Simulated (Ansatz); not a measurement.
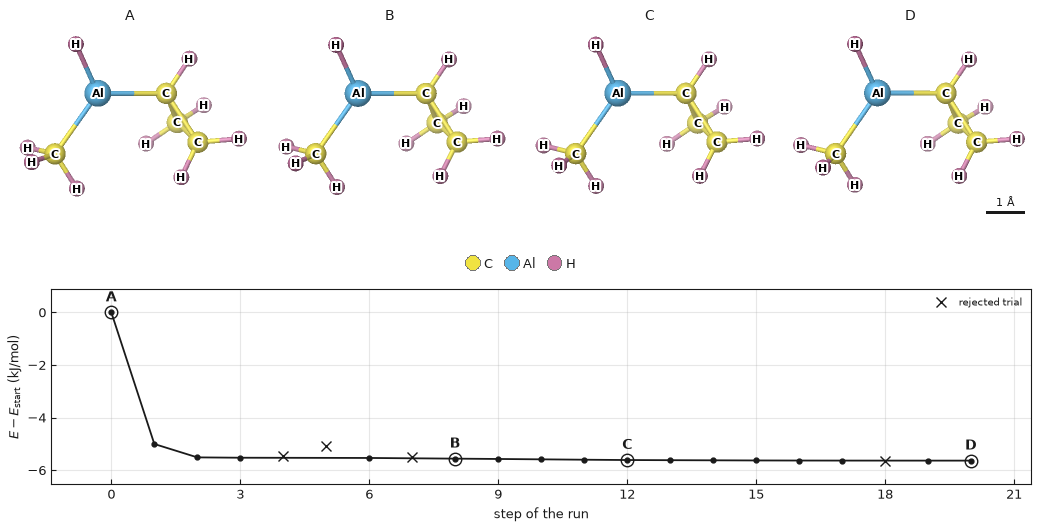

Frames of a relaxation of C4H9Al, marked on the history of the run. Style: ball-and-stick. Shown at a tilt.

The start comes from PBE-D4/def2-SVP.

Level of theory: RKS PBE0-D4/def2-TZVP (Ansatz 0.2.0).

Input
```yaml
crystal:
  periodic: [false, false, false]
  atoms:
    - {symbol: C, position_ang: [-1.975232, 1.013720, 0.354949]}
    - {symbol: Al, position_ang: [-0.243713, 0.761014, 1.259565]}
    - {symbol: C, position_ang: [1.141272, -0.287147, 0.371613]}
    - {symbol: C, position_ang: [0.764056, -1.503649, -0.484914]}
    - {symbol: C, position_ang: [1.245541, -0.260320, -1.160740]}
    - {symbol: H, position_ang: [-2.164845, 0.274688, -0.451153]}
    - {symbol: H, position_ang: [-2.014906, 2.021579, -0.115420]}
    - {symbol: H, position_ang: [-2.828102, 0.973088, 1.064617]}
    - {symbol: H, position_ang: [0.032588, 1.444310, 2.687801]}
    - {symbol: H, position_ang: [2.118528, -0.392613, 0.876410]}
    - {symbol: H, position_ang: [1.439117, -2.374344, -0.453891]}
    - {symbol: H, position_ang: [-0.300496, -1.777060, -0.584529]}
    - {symbol: H, position_ang: [2.255376, -0.263163, -1.602395]}
    - {symbol: H, position_ang: [0.517915, 0.340597, -1.733113]}
basis:
  gaussian: {orbitals: def2-TZVP}
hamiltonian: {xc: pbe0, dispersion: d4}
relax: {f_tol: 0.005, max_steps: 150}
```

Launched with:
```bash
ansatz run in.yaml --threads 4 --pin off --events-out ev --progress --plain --max-ram 10444MiB
```

**What happens along the run?**

After 16 accepted moves (20 points after the start) the energy has fallen by 5.63 kJ/mol. The largest force component goes from 0.59 to 0.0031 eV/Å. The line search rejected the trial steps at points 4, 5, 7, 18 of the run. The forces were under the threshold at step 6, but the run went on from there. The largest move after the best rigid fit is that of H8, 0.33 Å. Largest moves by element: H 0.33 Å, Al 0.07 Å, C 0.05 Å. Near-neighbour distances that change, for instance: Al2–C3 1.951 → 1.932 Å, C4–H11 1.102 → 1.084 Å, C3–H10 1.105 → 1.087 Å, C1–H7 1.113 → 1.095 Å. Cost: 80 s on 4 threads of Arm Neoverse V1, on a shared host. From step 0 to 8: H8 moves most (0.11 Å), energy −5.56 kJ/mol. From step 8 to 12: H7 moves most (0.12 Å), energy −0.05 kJ/mol. From step 12 to 20: H7 moves most (0.12 Å), energy −0.02 kJ/mol.
